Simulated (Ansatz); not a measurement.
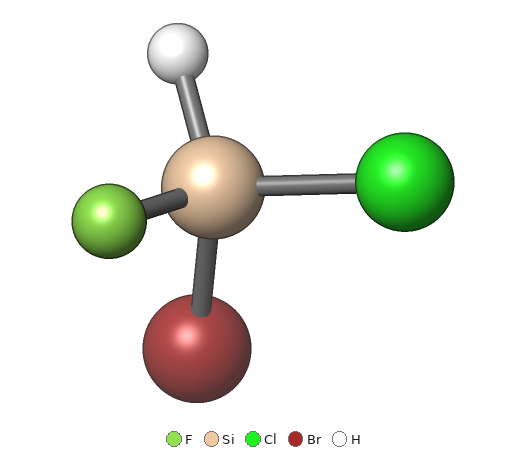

The geometry was computed by an optimisation with PBE0-D4/def2-TZVP. No frequency run is at hand to confirm it as a minimum.

Draw it as a skeletal formula.

SMILES: F[Si@@H](Cl)Br

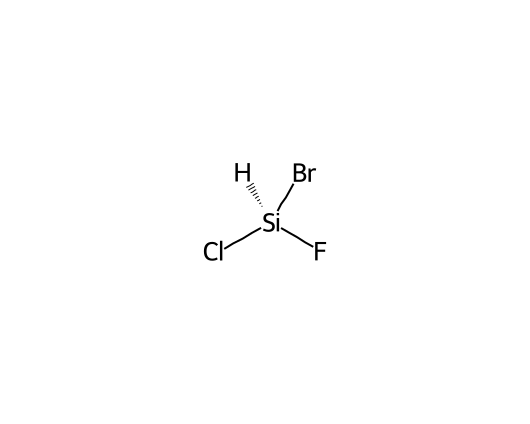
